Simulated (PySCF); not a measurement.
# C₅H₇F₂N: circular dichroism and optical rotation

Aim: compute the circular dichroism and optical rotation of C₅H₇F₂N (`C[C@H](F)C[C@H](F)C#N`).

Computed with PySCF 2.14.0 and routines of our own; the level stands in each step. Atoms count from 0.

## 1. The system as given

15 atoms, charge 0, multiplicity 1; geometry from: GFN2-xTB.

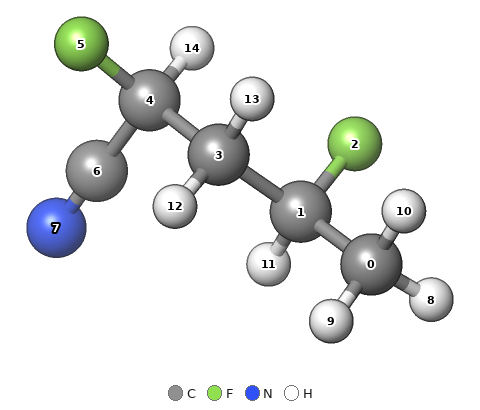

The starting geometry (carbon grey, fluorine green, nitrogen blue, hydrogen white).

## 2. Circular dichroism and optical rotation: TDDFT wB97X-D/def2-SVPD

The job: settings as JSON, then the geometry in Å.

```
{"job": {"kind": "ecd", "xc": "wB97X-D", "basis": "def2-SVPD", "nstates": 8}, "charge": 0, "multiplicity": 1}
C     -2.123263    -0.116909    -0.206562
C     -0.685653     0.350277    -0.356988
F     -0.412025     0.529522    -1.704292
C      0.315181    -0.659971     0.199425
C      1.759691    -0.180993     0.011685
F      2.628091    -1.166075     0.433959
C      2.005435     1.038279     0.765081
N      2.172206     1.995189     1.364732
H     -2.792863     0.599137    -0.675577
H     -2.375867    -0.203171     0.845723
H     -2.255361    -1.082918    -0.687813
H     -0.540721     1.336504     0.104472
H      0.119909    -0.820421     1.260957
H      0.203616    -1.611511    -0.325380
H      1.977212     0.001052    -1.051334
```

Method: TDDFT wB97X-D/def2-SVPD circular dichroism and optical rotation, one conformer, gas phase.

Launch:

```sh
> OMP_NUM_THREADS=1 python excited_run.py task.json out
```

One launch serves the whole session: the jobs run in the order shown.

What it wrote:

```text
coarse grid: 13008 points
cycle   1  E = -448.4937843443  dE =  1.100e+00  |g| = 8.343e-01  |ddm| = 4.980e+00
cycle   2  E = -448.3823269306  dE =  1.115e-01  |g| = 1.175e+00  |ddm| = 2.093e+00
cycle   3  E = -448.6383636525  dE = -2.560e-01  |g| = 1.154e-01  |ddm| = 1.251e+00
cycle   4  E = -448.6404141527  dE = -2.051e-03  |g| = 6.493e-02  |ddm| = 1.915e-01
cycle   5  E = -448.6412292296  dE = -8.151e-04  |g| = 1.274e-02  |ddm| = 8.792e-02
cycle   6  E = -448.6412612180  dE = -3.199e-05  |g| = 2.967e-03  |ddm| = 2.201e-02
cycle   7  E = -448.6412634588  dE = -2.241e-06  |g| = 4.012e-04  |ddm| = 7.394e-03
final grid: 127848 points
cycle   8  E = -448.7065541461  dE = -1.146e-04  |g| = 9.607e-03  |ddm| = 1.973e-01
cycle   9  E = -448.7065483862  dE =  5.760e-06  |g| = 1.183e-02  |ddm| = 2.674e-02
cycle  10  E = -448.7065712678  dE = -2.288e-05  |g| = 1.101e-03  |ddm| = 9.905e-03
cycle  11  E = -448.7065714007  dE = -1.329e-07  |g| = 7.984e-04  |ddm| = 2.290e-03
cycle  12  E = -448.7065715380  dE = -1.374e-07  |g| = 1.344e-04  |ddm| = 1.384e-03
cycle  13  E = -448.7065715421  dE = -4.050e-09  |g| = 2.091e-05  |ddm| = 2.339e-04
cycle  14  E = -448.7065715423  dE = -1.971e-10  |g| = 4.004e-06  |ddm| = 9.874e-05
converged SCF energy = -448.7065715423

Singlet excitations and rotatory strengths (1e-40 esu^2 cm^2)
state   eV       nm     f(len)   f(vel)    R(len)    R(vel)   main configurations
  1   7.3788   168.0  0.00030  0.00023    -0.030     0.054   H->L 0.62, H-2->L 0.23
  2   8.1081   152.9  0.00341  0.00350    -0.426    -0.435   H-3->L 0.38, H->L+1 0.13, H->L+2 0.12
  3   8.4335   147.0  0.00034  0.00028     0.181     0.141   H-3->L+2 0.34, H-3->L+1 0.30
  4   8.7315   142.0  0.01457  0.01747    -0.830    -1.232   H-4->L 0.76, H-2->L 0.10
  5   9.0068   137.7  0.00629  0.00647     9.559     8.470   H-5->L 0.29, H->L 0.23, H-2->L 0.19
  6   9.2933   133.4  0.00250  0.00211     0.958     1.073   H-1->L 0.72
  7   9.4954   130.6  0.01568  0.01568    23.093    24.737   H->L+1 0.24, H-4->L+2 0.22, H-4->L+1 0.21
  8   9.5445   129.9  0.04131  0.04590   -36.480   -39.301   H->L+1 0.35, H-4->L+1 0.18, H-4->L+2 0.14

Specific rotation (deg / (dm g/mL))
    nm     length   length(OI)   velocity    alpha(len)  alpha(vel)
  633.0      48.37      48.71      45.57       65.511     65.331
  589.3      56.22      56.62      52.97       65.680     65.501
  546.0      66.11      66.57      62.29       65.892     65.713
  436.0     107.66     108.40     101.43       66.760     66.585
  405.0     126.87     127.75     119.54       67.152     66.977
  365.0     160.72     161.83     151.42       67.827     67.655
  355.0     171.40     172.57     161.48       68.036     67.864
```

Wall time 77 s (1 thread of Arm Neoverse V2, shared host); peak memory 0.95 GiB.

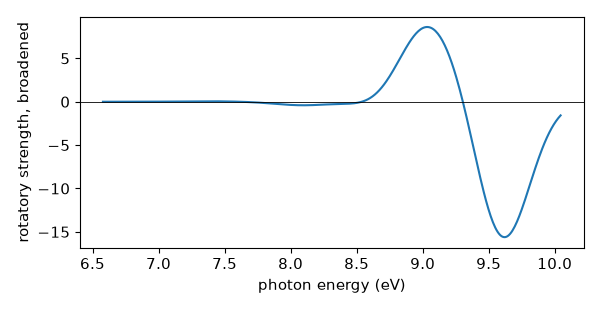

Circular dichroism: velocity-form rotatory strengths under Gaussians of 0.3 eV half-width at 1/e.

## 3. Outcome

```
                                                                                    quantity                                                          value
state of largest rotatory strength (velocity form) among 8 (step 2, TDDFT wB97X-D/def2-SVPD)  9.54 eV, R = -39.3 (velocity), -36.5 (length) ·10⁻⁴⁰ esu² cm²
                             specific rotation at 633.0 nm (step 2, TDDFT wB97X-D/def2-SVPD)                                 45.6 (velocity), 48.4 (length)
```

What this shows: Rotations belong to one conformer.
